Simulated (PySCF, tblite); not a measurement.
# C₂H₁₀NO₂Si₂ radical: geometry, infrared bands and EPR parameters

Aim: predict the infrared bands and EPR parameters of C₂H₁₀NO₂Si₂ radical (`CN(C)[Si@@H]([O])O[SiH3]`).

Computed with tblite 0.8.0 and PySCF 2.14.0, with density-fitted response routines of our own, on a single molecule in the gas phase. Atoms are numbered from 0 throughout.

### 1 The starting structure

17 atoms, charge 0, multiplicity 2; geometry from: force field or distance geometry start.

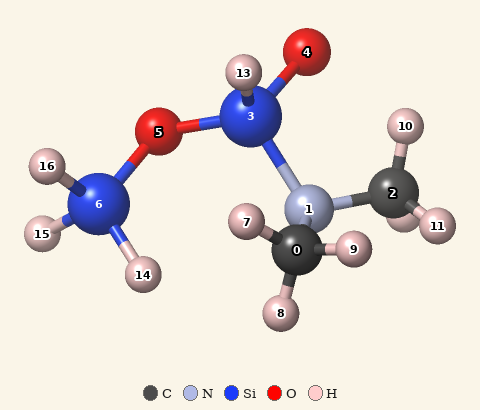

As it starts; carbon dark grey, nitrogen light blue, silicon blue, oxygen red, hydrogen pink, atoms numbered.

### 2 Relaxing the molecule with GFN2-xTB

Job settings and geometry (Å):

```
{"job": {"kind": "relax", "xc": "GFN2-xTB", "basis": "xTB"}, "charge": 0, "multiplicity": 2}
C     -0.877900     1.146300    -0.575700
N     -0.737800    -0.264400    -0.384300
C     -1.979900    -0.984600    -0.321400
Si     0.259800    -0.674200     1.051200
O     -0.337800    -2.203600     1.628300
O      1.892100    -0.924700     0.647100
Si     2.628800     0.379500    -0.161000
H     -0.209400     1.722200     0.104400
H     -0.594500     1.361000    -1.607100
H     -1.933400     1.514600    -0.398000
H     -2.156500    -1.342500     0.706200
H     -2.860500    -0.356300    -0.643200
H     -1.902900    -1.846500    -1.005300
H      0.074800     0.271000     2.154100
H      1.761300     1.084000    -1.103500
H      3.764600    -0.192800    -0.916600
H      3.202300     1.323100     0.814800
```

Command:

```
$ OMP_NUM_THREADS=1 python probes_run.py task.json out
```

This one command runs all jobs of the session in turn.

Output:

```text
step      E/eV     max force
  0    -651.47202    6.434
  1    -652.47370    3.434
  2    -652.16913   12.816
  3    -652.78690    1.476
  4    -652.85838    0.907
  5    -652.98902    1.512
  6    -653.02797    1.153
  7    -653.08821    0.501
  8    -653.11517    0.679
  9    -653.14964    0.954
 10    -653.17479    0.778
 11    -653.20398    0.388
 12    -653.23316    0.726
 13    -653.26473    0.689
 14    -653.28342    0.364
 15    -653.29289    0.400
 16    -653.30303    0.346
 17    -653.31391    0.448
 18    -653.32426    0.437
 19    -653.33285    0.241
 20    -653.34003    0.278
 21    -653.34674    0.292
 22    -653.35317    0.304
 23    -653.35856    0.234
 24    -653.36245    0.168
 25    -653.36443    0.134
 26    -653.36561    0.115
 27    -653.36683    0.107
 28    -653.36805    0.108
 29    -653.36910    0.098
 30    -653.36989    0.079
 31    -653.37057    0.090
 32    -653.37138    0.132
 33    -653.37240    0.130
 34    -653.37343    0.119
 35    -653.37440    0.086
 36    -653.37557    0.108
 37    -653.37744    0.175
 38    -653.38018    0.206
 39    -653.38377    0.196
 40    -653.38804    0.157
 41    -653.39215    0.186
 42    -653.39522    0.221
 43    -653.39839    0.142
 44    -653.40015    0.208
 45    -653.40283    0.154
 46    -653.40490    0.137
 47    -653.41029    0.188
 48    -653.41288    0.163
 49    -653.41968    0.286
 50    -653.42456    0.153
 51    -653.42451    0.396
 52    -653.43023    0.098
 53    -653.43149    0.077
 54    -653.43315    0.114
 55    -653.43415    0.130
 56    -653.43581    0.131
 57    -653.43729    0.102
 58    -653.43820    0.072
 59    -653.43928    0.118
 60    -653.44049    0.131
 61    -653.44156    0.085
 62    -653.44244    0.084
 63    -653.44333    0.089
 64    -653.44425    0.094
 65    -653.44496    0.060
 66    -653.44534    0.072
 67    -653.44565    0.076
 68    -653.44590    0.045
 69    -653.44617    0.034
 70    -653.44639    0.056
 71    -653.44666    0.081
 72    -653.44691    0.083
 73    -653.44722    0.060
 74    -653.44754    0.033
 75    -653.44779    0.036
 76    -653.44795    0.040
 77    -653.44809    0.031
 78    -653.44825    0.030
 79    -653.44839    0.026
 80    -653.44848    0.023
 81    -653.44853    0.019
 82    -653.44858    0.022
 83    -653.44866    0.027
 84    -653.44876    0.024
 85    -653.44886    0.025
 86    -653.44892    0.023
 87    -653.44897    0.018
 88    -653.44903    0.018
 89    -653.44909    0.018
 90    -653.44915    0.017
 91    -653.44920    0.019
 92    -653.44926    0.019
 93    -653.44934    0.022
 94    -653.44944    0.025
 95    -653.44954    0.040
 96    -653.44968    0.055
 97    -653.44990    0.069
 98    -653.45029    0.076
 99    -653.45087    0.062
100    -653.45151    0.054
101    -653.45208    0.045
102    -653.45251    0.072
103    -653.45299    0.089
104    -653.45370    0.075
105    -653.45437    0.086
106    -653.45419    0.137
107    -653.45465    0.141
108    -653.45319    0.179
109    -653.45708    0.071
110    -653.45787    0.071
111    -653.45629    0.261
112    -653.46089    0.065
113    -653.46173    0.050
114    -653.46229    0.111
115    -653.46283    0.031
116    -653.46306    0.029
117    -653.46365    0.056
118    -653.46392    0.049
119    -653.46425    0.051
120    -653.46455    0.040
121    -653.46472    0.047
122    -653.46490    0.052
123    -653.46513    0.041
124    -653.46539    0.048
125    -653.46564    0.068
126    -653.46606    0.074
127    -653.46660    0.064
128    -653.46689    0.048
129    -653.46699    0.054
130    -653.46717    0.027
131    -653.46727    0.026
132    -653.46739    0.023
133    -653.46747    0.014
134    -653.46751    0.014
135    -653.46758    0.021
136    -653.46769    0.023
137    -653.46786    0.031
138    -653.46798    0.032
139    -653.46816    0.030
140    -653.46829    0.024
141    -653.46854    0.021
142    -653.46867    0.021
143    -653.46891    0.028
144    -653.46908    0.032
145    -653.46921    0.035
146    -653.46937    0.026
147    -653.46949    0.025
148    -653.46972    0.025
149    -653.46986    0.026
150    -653.47005    0.034
151    -653.47036    0.037
152    -653.47069    0.041
153    -653.47115    0.098
154    -653.47153    0.065
155    -653.47209    0.053
156    -653.47257    0.078
157    -653.47309    0.057
158    -653.47411    0.098
159    -653.47469    0.098
160    -653.47336    0.209
161    -653.47586    0.066
162    -653.47632    0.049
163    -653.47714    0.118
164    -653.47778    0.060
165    -653.47818    0.050
166    -653.47876    0.028
167    -653.47888    0.027
168    -653.47900    0.024
169    -653.47910    0.020
170    -653.47915    0.013
171    -653.47918    0.012
172    -653.47921    0.013
173    -653.47925    0.015
174    -653.47928    0.015
175    -653.47932    0.014
176    -653.47936    0.016
177    -653.47942    0.019
178    -653.47951    0.027
179    -653.47964    0.042
180    -653.47985    0.056
181    -653.48028    0.070
182    -653.48101    0.079
183    -653.48202    0.096
184    -653.48364    0.123
185    -653.48259    0.167
186    -653.48563    0.120
187    -653.48626    0.084
188    -653.48724    0.088
189    -653.48831    0.090
190    -653.48919    0.078
191    -653.49005    0.147
192    -653.49117    0.105
193    -653.49189    0.101
194    -653.49270    0.061
195    -653.49360    0.072
196    -653.49422    0.065
197    -653.49500    0.061
198    -653.49503    0.135
199    -653.49567    0.052
200    -653.49600    0.038
201    -653.49619    0.067
202    -653.49640    0.036
203    -653.49663    0.018
204    -653.49674    0.021
205    -653.49680    0.032
206    -653.49681    0.034
207    -653.49686    0.013
208    -653.49689    0.011
209    -653.49693    0.019
210    -653.49696    0.023
211    -653.49698    0.020
212    -653.49701    0.013
213    -653.49703    0.010
214    -653.49704    0.009
```

Wall time 1.4 s (1 thread of Arm Neoverse V2, shared host); peak memory 0.18 GiB.

Step by step: (not every step is listed) (the energy doesn't fall at every step)

| step | energy from step 0 (eV) | largest force (eV/Å) |
| --- | --- | --- |
| 0 | 0.0000 | 6.4340 |
| 1 | -1.0017 | 3.4342 |
| 2 | -0.6971 | 12.8158 |
| 3 | -1.3149 | 1.4760 |
| 4 | -1.3864 | 0.9069 |
| 5 | -1.5170 | 1.5124 |
| 6 | -1.5559 | 1.1532 |
| 7 | -1.6162 | 0.5011 |
| 8 | -1.6431 | 0.6786 |
| 28 | -1.8960 | 0.1078 |
| 48 | -1.9409 | 0.1634 |
| 68 | -1.9739 | 0.0452 |
| 88 | -1.9770 | 0.0184 |
| 108 | -1.9812 | 0.1793 |
| 128 | -1.9949 | 0.0482 |
| 148 | -1.9977 | 0.0246 |
| 168 | -2.0070 | 0.0243 |
| 188 | -2.0152 | 0.0879 |
| 208 | -2.0249 | 0.0108 |
| 209 | -2.0249 | 0.0193 |
| 210 | -2.0249 | 0.0232 |
| 211 | -2.0250 | 0.0197 |
| 212 | -2.0250 | 0.0125 |
| 213 | -2.0250 | 0.0102 |
| 214 | -2.0250 | 0.0091 |

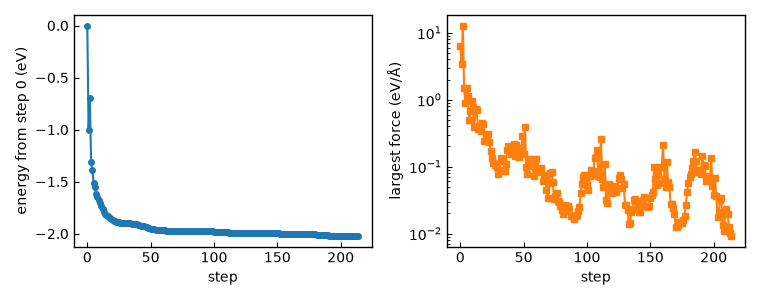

Energy and force, step by step.

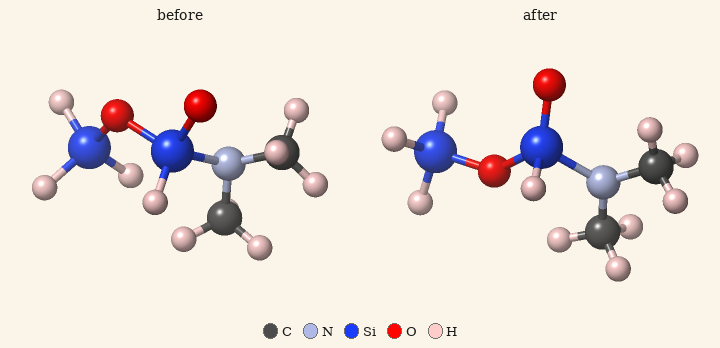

The geometry before (left) and after (right).

Close pairs (by a distance rule), those that changed most:

| bond | before (Å) | after (Å) | change (Å) |
| --- | --- | --- | --- |
| Si3–O4 | 1.740 | 1.519 | -0.221 |
| O5–Si6 | 1.702 | 1.610 | -0.092 |
| Si3–O5 | 1.700 | 1.637 | -0.063 |
| C0–H9 | 1.132 | 1.098 | -0.034 |
| C2–H11 | 1.129 | 1.096 | -0.032 |
| C0–H7 | 1.114 | 1.086 | -0.028 |
| Si3–H13 | 1.464 | 1.489 | +0.024 |
| N1–C2 | 1.437 | 1.413 | -0.024 |

The final coordinates are the input of the step that follows.

### 3 Vibrational analysis with GFN2-xTB

Job settings and geometry (Å):

```
{"job": {"kind": "ir", "xc": "GFN2-xTB", "basis": "xTB"}, "charge": 0, "multiplicity": 2}
C     -1.201335     1.206839    -0.543541
N     -1.067328    -0.146765    -0.151747
C     -2.240010    -0.933871    -0.185456
Si     0.355225    -0.822837     0.696090
O      0.553803    -2.320074     0.530261
O      1.485221     0.287935     0.284473
Si     3.073230     0.389471     0.036674
H     -0.238110     1.700991    -0.452177
H     -1.537112     1.260862    -1.586108
H     -1.951026     1.733822     0.060441
H     -2.009416    -1.919143     0.205972
H     -3.058262    -0.481043     0.386840
H     -2.588766    -1.038537    -1.219536
H     -0.056294    -0.278207     2.019064
H      3.454422    -0.405085    -1.127186
H      3.781246    -0.048979     1.237766
H      3.237513     1.826652    -0.201742
```

Output:

```text
mode    cm-1     km/mol
  1      42.0      3.01
  2      52.3      0.02
  3      72.8      1.94
  4      74.9      3.52
  5      89.2      2.39
  6     102.0      2.28
  7     165.9      4.83
  8     199.1      2.34
  9     258.9      9.51
 10     303.5      5.50
 11     332.3     77.55
 12     382.5      9.80
 13     563.5      0.37
 14     586.3     32.12
 15     597.4     40.88
 16     617.6     35.02
 17     659.1     78.13
 18     665.8     52.24
 19     764.7    202.65
 20     781.7    170.31
 21     826.0    381.42
 22    1012.1     30.77
 23    1028.1      2.63
 24    1043.8    222.28
 25    1046.4     37.69
 26    1057.6     10.66
 27    1250.7     95.94
 28    1254.8      3.17
 29    1319.9    139.46
 30    1391.2      4.35
 31    1400.1     15.40
 32    1433.6      0.86
 33    1440.6      0.79
 34    1450.0     20.09
 35    1462.2     23.95
 36    1976.3     35.76
 37    2224.8    295.64
 38    2258.9    329.63
 39    2282.7    138.79
 40    2887.8     15.89
 41    2895.8     20.65
 42    2922.7      5.23
 43    2928.5     45.85
 44    3054.3      6.99
 45    3073.3      5.53
```

Run time: 0.54 s. Hardware: 1 thread of Arm Neoverse V2, shared host; peak memory 0.18 GiB.

The strongest bands and the atoms that carry them (share of the mass-weighted mode):

| cm⁻¹ | km/mol | atoms |
| --- | --- | --- |
| 765 | 202.7 | H16 60 %, H15 19 %, H14 14 % |
| 782 | 170.3 | H14 47 %, H15 44 % |
| 826 | 381.4 | H16 38 %, H14 24 %, H15 22 %, Si6 14 % |
| 1044 | 222.3 | O5 61 %, Si6 11 % |
| 1320 | 139.5 | O4 60 %, Si3 38 % |
| 2225 | 295.6 | H16 94 % |
| 2259 | 329.6 | H15 80 %, H14 15 % |
| 2283 | 138.8 | H14 81 %, H15 15 % |

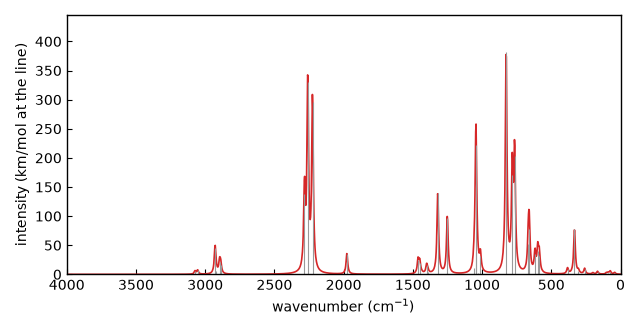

The infrared spectrum from these modes, unscaled. Lines are broadened to a width of 14 cm⁻¹ (Lorentzian).

### 4 EPR parameters: B3LYP/pcH-1

Same as in step 3 but for these lines:

```diff
@@ -1,2 +1,2 @@
-{"job": {"kind": "ir", "xc": "GFN2-xTB", "basis": "xTB"}, "charge": 0, "multiplicity": 2}
+{"job": {"kind": "epr", "basis": "pcH-1"}, "charge": 0, "multiplicity": 2}
 C     -1.201335     1.206839    -0.543541
```

Method: UKS B3LYP, pcH-1 on C H N O Si, non-relativistic, mean-field spin-orbit, GIAO.

Output:

```text
UKS, coarse grid
  cycle   1  E = -866.16791713  |g| = 9.63e-01
  cycle   2  E = -862.47856244  |g| = 2.68e+00
  cycle   3  E = -866.39284217  |g| = 5.15e-01
  cycle   4  E = -866.38211327  |g| = 5.48e-01
  cycle   5  E = -866.50464250  |g| = 1.06e-01
  cycle   6  E = -866.50829483  |g| = 5.69e-02
  cycle   7  E = -866.50962043  |g| = 2.01e-02
  cycle   8  E = -866.50979739  |g| = 1.40e-02
  cycle   9  E = -866.50991837  |g| = 9.21e-03
  cycle  10  E = -866.50998613  |g| = 4.79e-03
  cycle  11  E = -866.51001836  |g| = 1.38e-03
  cycle  12  E = -866.51002498  |g| = 1.56e-03
  cycle  13  E = -866.51003046  |g| = 7.51e-04
UKS, final grid
  cycle   1  E = -866.50996857  |g| = 1.34e-03
  cycle   2  E = -866.50996448  |g| = 3.75e-03
  cycle   3  E = -866.50997015  |g| = 4.07e-04
  cycle   4  E = -866.50997032  |g| = 3.16e-04
  cycle   5  E = -866.50997126  |g| = 1.59e-04
  cycle   6  E = -866.50997142  |g| = 3.60e-05
  cycle   7  E = -866.50997142  |g| = 2.13e-05
E = -866.50997142 Eh   <S^2> = 0.7548 (exact 0.7500)
g shifts (ppm)      1          2          3
  rmc          -198       -198       -198
  gc             22         31         35
  oz_so        -101       2616       5298
  total        -276       2449       5136
hyperfine (MHz)  atom isotope    a_iso     a_fc   dipolar eigenvalues
    0   13C     -27.35     -27.42     -3.70      1.37      2.33
    1   14N      31.64      31.41    -36.50    -36.32     72.82
    2   13C     -28.51     -28.55     -3.94      1.74      2.20
    3  29Si      55.58      55.57     -6.02      2.21      3.81
    4   17O       2.00       3.14    -16.24      7.54      8.70
    5   17O      -5.27      -5.23     -2.47      0.82      1.66
    6  29Si       0.58       0.58     -0.52      0.24      0.28
    7    1H       1.17       1.13     -4.67     -4.04      8.71
    8    1H     117.64     117.63     -5.77     -3.11      8.88
    9    1H     113.89     113.88     -5.04     -3.28      8.32
   10    1H       2.46       2.45     -4.41     -4.23      8.64
   11    1H     102.90     102.89     -5.25     -3.14      8.39
   12    1H     137.82     137.81     -5.74     -3.16      8.91
   13    1H     245.30     245.32     -4.89      1.12      3.77
   14    1H       0.07       0.07     -0.69     -0.66      1.35
   15    1H      -0.15      -0.15     -0.65     -0.58      1.23
   16    1H       0.77       0.77     -0.64     -0.59      1.24
```

Run time: 1.7 min. Hardware: 1 thread of Arm Neoverse V2, shared host; peak memory 0.98 GiB.

Principal g values 2.00204, 2.00477, 2.00746; g(iso) = 2.00476, against 2.00232 for a free electron.

Mean a(iso) over the nuclei that a row names, and the largest dipolar term of the row (other rows stand at the frozen geometry):

| nuclei | isotope | a(iso) (MHz) | a(iso) (G, at g = 2.0023) | largest dipolar term (MHz) |
| --- | --- | --- | --- | --- |
| H13 | 1H | 245.3 | 87.5 | -4.9 |
| H7, H8, H9, H10, H11, H12 | 1H | 79.3 | 28.3 | 8.9 |
| Si3 | 29Si | 55.6 | 19.8 | -6.0 |
| N1 | 14N | 31.6 | 11.3 | 72.8 |
| C0, C2 | 13C | -27.9 | -10.0 | -3.9 |
| O5 | 17O | -5.3 | -1.9 | -2.5 |
| O4 | 17O | 2.0 | 0.7 | -16.2 |
| Si6 | 29Si | 0.6 | 0.2 | -0.5 |
| H14, H15, H16 | 1H | 0.2 | 0.1 | 1.4 |

Mulliken spin populations:

C0 -0.05; N1 0.73; C2 -0.05; Si3 -0.02; O4 0.04; O5 0.00; Si6 0.00; H7 0.00; H8 0.05; H9 0.05; H10 0.00; H11 0.05; H12 0.06; H13 0.14; H14 0.00; H15 0.00; H16 0.00

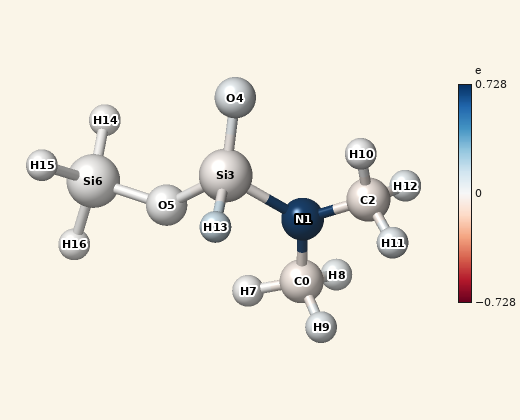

Mulliken spin populations, as colours on the atoms.

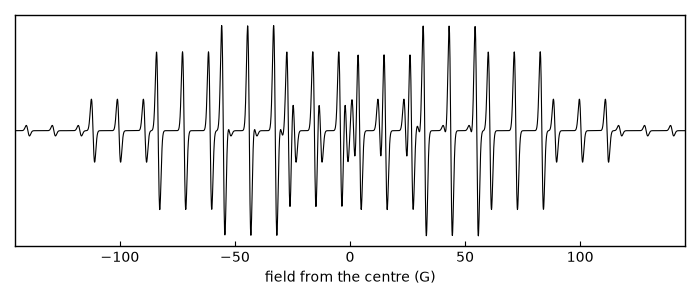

First-order isotropic spectrum (first derivative, main isotopes with spin only, couplings over 0.8 MHz, Gaussian width 0.7 G; couplings of the frozen geometry, rotation of groups not averaged beyond the rows shown).

The fields below are evaluated on a grid from the run's orbitals.

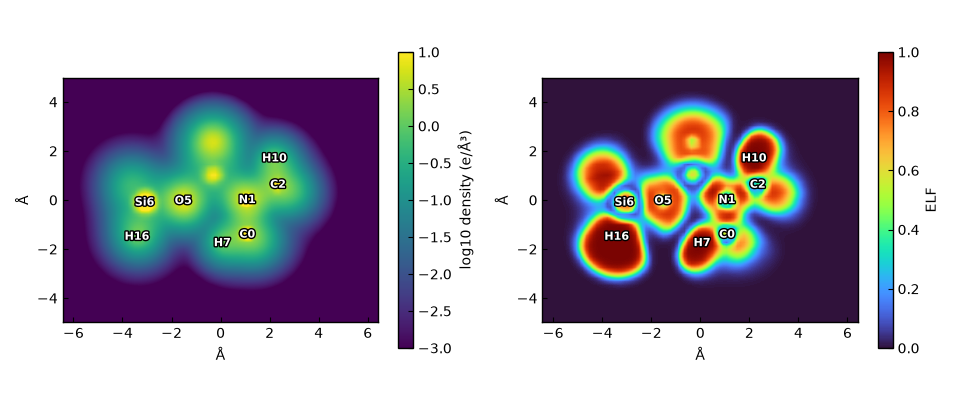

Density (left) and ELF (right) in a plane through or near 8 of the atoms.

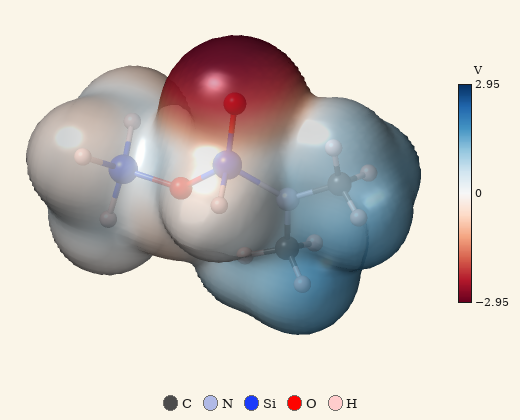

The potential that a unit positive charge feels on the 0.002 e/bohr³ surface, from -2.95 V near O4 to 1.79 V near H8.

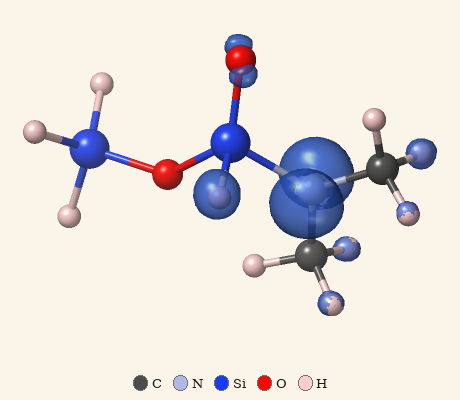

Spin density at ±0.07 e/Å³ (alpha excess blue, beta excess red).

### 5 Results

```
                                                                  quantity                 value
                                 strongest single infrared mode (GFN2-xTB)  826 cm⁻¹, 381 km/mol
                                              zero-point energy (GFN2-xTB)         74.7 kcal/mol
                                                            g(iso) (B3LYP)               2.00476
                                                                      ⟨S²⟩    0.755 (exact 0.75)
                                        largest a(iso) (averaged by class)  1H on H13, 245.3 MHz
potential on the surface of density 0.002 e/bohr³, 1st and 99th percentile    -2.95 V and 1.79 V
```

What this shows: Over 214 steps the energy fell by 2.025 eV; of the close pairs, Si3–O4 changed most, 1.740 to 1.519 Å. No mode is imaginary among the 45: a minimum at this level. The strongest single mode, at 826 cm⁻¹, moves mainly H16, H14 and H15. GFN2-xTB is a fitted tight-binding method: band positions and strengths are rough. Its intensities can rank the bands wrongly. N1 carries the largest spin population, 0.73 e. The isotropic g lies 2.4 ppt above the free-electron value. These values are for one conformer; the search (at its own cheap level) found 2 more, at 0.60, 0.63 kcal/mol, and measured spectra average over such forms.
